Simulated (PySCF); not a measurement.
C8H14OSn (SMILES C=[CH][Sn]([CH]=C)([CH]=C)[O]CC)

```yaml
atoms:
  - { symbol: Sn, position_ang: [0.1620, 0.3666, 0.2053] }
  - { symbol: C, position_ang: [0.0242, 0.0962, 2.3100] }
  - { symbol: C, position_ang: [0.4606, 0.9874, 3.2052] }
  - { symbol: H, position_ang: [-0.4273, -0.8407, 2.6581] }
  - { symbol: H, position_ang: [0.9206, 1.9393, 2.9151] }
  - { symbol: H, position_ang: [0.3785, 0.8099, 4.2847] }
  - { symbol: C, position_ang: [2.1845, 0.3119, -0.4792] }
  - { symbol: C, position_ang: [3.1897, 0.0304, 0.3551] }
  - { symbol: H, position_ang: [2.4085, 0.5255, -1.5315] }
  - { symbol: H, position_ang: [3.0221, -0.1878, 1.4166] }
  - { symbol: H, position_ang: [4.2336, 0.0034, 0.0185] }
  - { symbol: C, position_ang: [-0.8828, 2.1133, -0.4433] }
  - { symbol: C, position_ang: [-1.6408, 2.8200, 0.3999] }
  - { symbol: H, position_ang: [-0.7879, 2.4472, -1.4839] }
  - { symbol: H, position_ang: [-1.7677, 2.5315, 1.4502] }
  - { symbol: H, position_ang: [-2.1755, 3.7238, 0.0824] }
  - { symbol: O, position_ang: [-0.7765, -1.2594, -0.4840] }
  - { symbol: C, position_ang: [-0.8215, -1.5524, -1.8507] }
  - { symbol: C, position_ang: [-1.5396, -2.8690, -2.0557] }
  - { symbol: H, position_ang: [-1.3491, -0.7580, -2.4220] }
  - { symbol: H, position_ang: [0.1977, -1.6219, -2.2890] }
  - { symbol: H, position_ang: [-1.5924, -3.1327, -3.1238] }
  - { symbol: H, position_ang: [-1.0148, -3.6750, -1.5206] }
  - { symbol: H, position_ang: [-2.5637, -2.8098, -1.6574] }
```

Geometry: PBE0-D3(BJ)/def2-SVP; core potentials replace the inner electrons of Sn.

These are results of B3LYP/def2-SVPD, SCF density, gas phase, scalar-relativistic core potentials on the heavy atoms (PySCF), not measurements.

Question: What can the converged electron density and electron localisation function tell about the bonding?

Answer: C–C (1.34 Å): the density is about 2.3 e/Å³ at the midpoint; the ELF peaks at about 0.90 between the atoms: a multiple bond.
C–O (1.40 Å): ρ is about 2.1 e/Å³ halfway, with its minimum of 1.8 e/Å³ about 0.5 Å from C; the ELF peaks at about 0.90 between the atoms; a shared but strongly polarised pair.
Sn–O (2.00 Å): ρ at the midpoint is about 0.7 e/Å³; the ELF peaks at about 0.85 in the valence shell of O, 0.6 Å from its nucleus, and drops to about 0.15 between the two atoms.
C–Sn (2.13 Å): ρ is about 0.72 e/Å³ halfway; the ELF peaks at about 0.95 in the valence shell of C, 0.7 Å from its nucleus, and drops to about 0.15 between the two atoms.

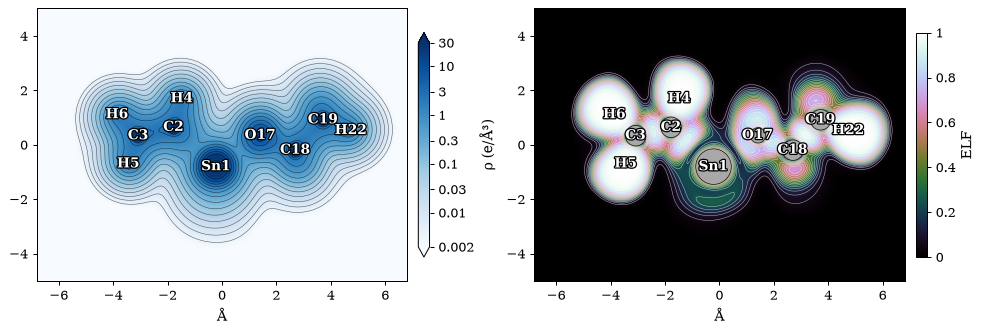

Computed electron density and electron localisation function on the plane of atoms C2, C3 and H6, in this order. Grey discs cover the atomic cores in the ELF map. 
